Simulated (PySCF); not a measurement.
GeN (doublet)

```tsv
atom	x (Å)	y (Å)	z (Å)
Ge	0.0000	0.0000	-0.2773
N	0.0000	0.0000	1.4637
```

All numbers below come from PBE0/def2-TZVPP, non-relativistic Hamiltonian with scalar-relativistic core potentials where named, at a bond length of 1.741 Å in PySCF 2.14.0.

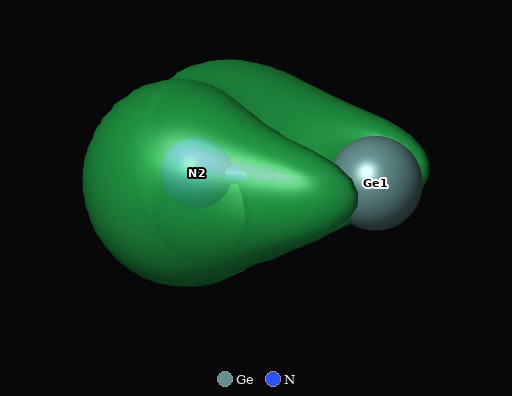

Figure 1. Isosurfaces of the spin density at +0.03 (green) and −0.03 e/Å³ (red), seen from one side.

> Describe the spin distribution.

The unpaired spin (1 electron) lies mostly on N2 (about 0.9) and Ge1 (about 0.1), in electrons by Hirshfeld's partition.

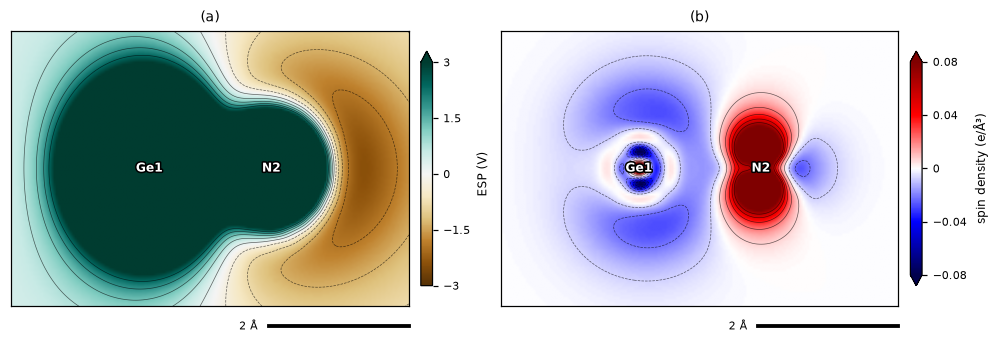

Figure 2. (a) electrostatic potential; (b) spin density on a plane that holds the molecular axis.

> What do the fields say about this system?

The plane passes through Ge and N nuclei.

Outside the dense part of the molecule the potential is most negative (−2.4 V) near N2.

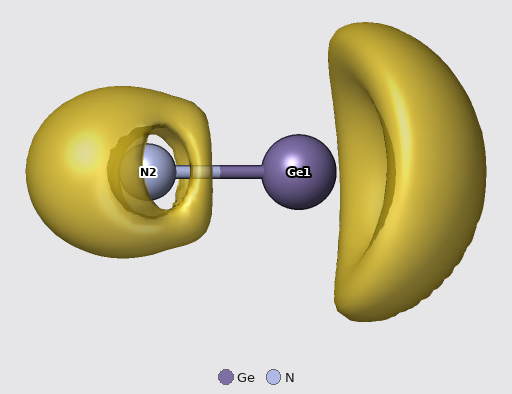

Figure 3. Isosurface of the electron localisation function at 0.8 (yellow), seen from one side. Only the valence region is drawn (cores and ρ < 0.01 e/Å³ removed).

> Describe the localisation domains.

The ELF exceeds this value in one lobe on Ge, pointing away from the bonds (non-bonding electrons) and one lobe on N, pointing away from the bonds (non-bonding electrons). Profiles from the grid: Ge–N (1.74 Å): the ELF peaks at about 0.90 in the valence shell of N, 0.6 Å from its nucleus, and is about 0.40 at the midpoint.
